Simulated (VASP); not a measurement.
Band structure of ZnF2 (rutile). Method: PBE GGA with spin-orbit coupling, VASP's PBE PAW potentials (set 64) (plane waves; VASP).

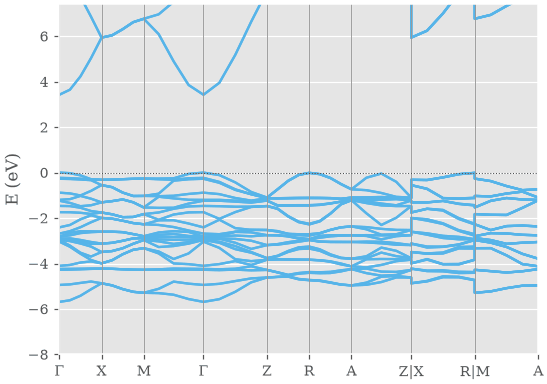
Figure: Bands along high-symmetry lines, zero at the valence-band maximum or, without a gap, the Fermi level

Task: Read the plot: is there a gap, and where are the band edges?

Result: The gap is direct, 3.42 eV, from the valence maximum at Γ to the conduction minimum at Γ.

Measured: gap 7.50 eV (computed value off by -4.08 eV), as given by Dominik Kurzydłowski et al., Inorganic Chemistry (2020), arXiv:1912.01850 [midpoint of the printed range].

The compound is ZnF2 in the rutile structure. It was relaxed first, which changed the volume by +6 %.
